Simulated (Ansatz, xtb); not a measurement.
Bond stretch in W(F)6, SMILES [F][W]([F])([F])([F])([F])[F]. The W1–F7 bond (W1 also carries F, F, F, F, F; F7 carries nothing else) is stretched with both fragments frozen at the PBE0/def2-TZVP, def2 effective core potentials past Kr optimised geometry.

```
7

W      0.0000     0.0000     0.0000
F     -0.0001     0.0005    -1.8337
F      0.0006    -1.8333    -0.0013
F     -1.8338     0.0016     0.0013
F      1.8338    -0.0012    -0.0009
F      0.0000     1.8332     0.0009
F      0.0000     0.0000     1.8337
```

Levels of theory: UKS-B3LYP = Ansatz (a first-principles code) with unrestricted B3LYP/def2-TZVP, def2 effective core potentials past Kr; GFN1-xTB (xtb); UKS-PBE0 = unrestricted PBE0/def2-TZVP, def2 effective core potentials past Kr run with Ansatz.

Energies are in mEh, each relative to the lowest point of its own curve near equilibrium.

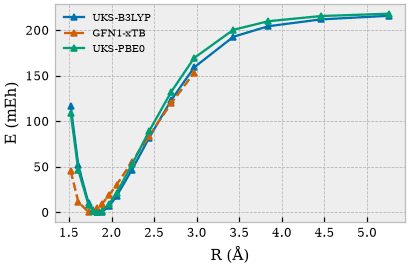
Figure. Energy against bond length for each method.

```
R / Å  UKS-B3LYP  GFN1-xTB  UKS-PBE0
-----  ---------  --------  --------
1.52       117.1      45.6     109.5
1.61        51.5      11.4      46.5
1.73        10.0       0.0       7.9
1.78         2.9       1.1       1.9
1.83         0.0       4.2       0.0
1.89         0.7       9.6       1.7
1.97         6.6      18.6       9.0
2.06        17.7      30.2      21.4
2.24        46.8      55.4      52.5
2.44        81.5      84.0      88.9
2.70       123.1     119.7     132.2
2.97       159.1     153.4     169.5
3.43       192.7         —     200.4
3.84       204.3         —     209.8
4.46       211.8         —     215.5
5.26       215.8         —     218.1
```

At the longest distance, 5.26 Å, UKS-PBE0 lies highest above its minimum (218.1 mEh) and UKS-B3LYP lowest (215.8 mEh).

A dash means that the run gave no value there, or that the column was ended at a point which the program doubted or which failed a test of continuity chosen for this set; such a test can also cut sound points.

The unrestricted determinant behind UKS-B3LYP is spin-contaminated at 3.43 to 5.26 Å (<S²> up to 0.8, against 0.00 for a pure singlet). The unrestricted determinant behind UKS-PBE0 is spin-contaminated at 3.43 to 5.26 Å (<S²> up to 0.9, against 0.00 for a pure singlet).
